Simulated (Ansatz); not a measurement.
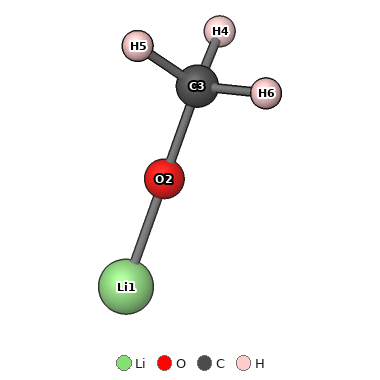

The system is CH₃LiO (SMILES [Li][O]C) with the probe H2; the picture shows it without the atoms that are moved over the map. The probe is moved over a plane parallel to the molecule's main plane, 2.90 Å above it. First axis: x of the probe's H atom. Second axis: y of the probe's H atom. Nothing is relaxed (molecule and probe rigid, the probe upright with H nearest the plane). The scan uses a 21 × 17 grid. Points are written as (first, second). Energies: cm⁻¹, counted from the lowest grid point. Method: Ansatz 0.2.0, RKS PBE0-D4/def2-SVPD.

Range: x of the probe's H atom from −3.40 to 3.40 Å; y of the probe's H atom from −2.72 to 2.72 Å.

**Predict the map.**

The lowest grid point is at (0.34 Å, 0.00 Å). It is the only kind of minimum in the scanned range. The highest grid point, (−3.06 Å, 0.00 Å), lies 490 cm⁻¹ above the lowest. Near the minimum the curvatures are about 0.024 and 0.048 eV/Å² along the soft and the stiff direction.

| y of the probe's H atom ↓, x of the probe's H atom → | −3.06 | −2.38 | −1.70 | −1.02 | −0.34 | 0.34 | 1.02 | 1.70 | 2.38 | 3.06 |
| --- | --- | --- | --- | --- | --- | --- | --- | --- | --- | --- |
| 2.72 | 477 | 462 | 438 | 405 | 376 | 360 | 361 | 373 | 396 | 424 |
| 2.04 | 474 | 453 | 411 | 348 | 289 | 261 | 268 | 295 | 334 | 380 |
| 1.36 | 477 | 456 | 394 | 289 | 186 | 145 | 168 | 218 | 273 | 333 |
| 0.68 | 486 | 468 | 393 | 246 | 94 | 44 | 101 | 184 | 246 | 302 |
| 0.00 | 490 | 476 | 396 | 229 | 51 | 0 | 96 | 210 | 267 | 302 |
| −0.68 | 485 | 468 | 392 | 242 | 83 | 36 | 129 | 238 | 288 | 312 |
| −1.36 | 477 | 456 | 393 | 283 | 172 | 131 | 183 | 256 | 286 | 317 |
| −2.04 | 474 | 453 | 410 | 344 | 279 | 247 | 258 | 287 | 308 | 344 |
| −2.72 | 477 | 462 | 437 | 403 | 371 | 350 | 346 | 353 | 369 | 399 |

The table holds every second grid line.

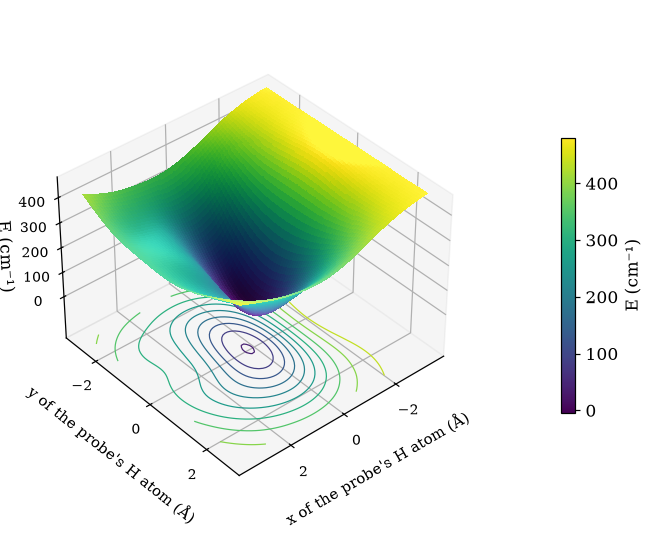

The picture shows a relief with its contours projected below, any walls above the top of the colour scale cut off. Between grid points the surface is interpolated.

Each point was launched as `ansatz run input.yaml --threads 1 --pin off --max-ram 2560MiB --backend cpu --events-out ev --progress --plain --runs-dir out`. The whole map (357 points run) took 15 min on 1 thread of Arm Neoverse V2, on a shared host.
